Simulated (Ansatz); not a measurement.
```csv
atom,x (Å),y (Å),z (Å)
Si,-0.5562,0.8945,0.2701
Cl,-1.7513,-0.7218,0.4837
Cl,0.0282,1.0531,-1.6582
Cl,-1.5739,2.5578,0.8038
Cl,1.0699,0.6941,1.4548
H,1.1003,-2.4010,-0.8445
H,1.6830,-2.0767,-0.5097
```

The reactant side of a reaction path; geometry: PBE0-D4/def2-TZVP.

Computed with Ansatz, RKS PBE0-D4/def2-TZVPP.

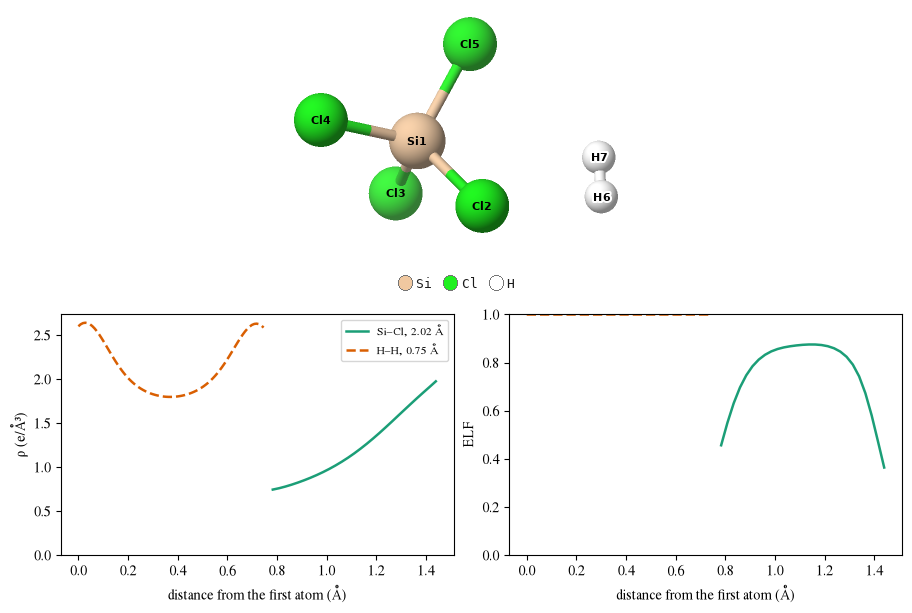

Cl₄Si···H₂. Electron density and electron localisation function along straight lines between neighbouring atoms. The curves leave out the atomic cores. The structure is drawn too.

### What can be read from the curves?

Si–Cl (2.02 Å): the density is about 0.98 e/Å³ at the midpoint; the ELF peaks at about 0.90 between the atoms: a shared but strongly polarised pair.
H–H (0.75 Å): the density is about 1.8 e/Å³ at the midpoint; the ELF is about 1 at the midpoint.
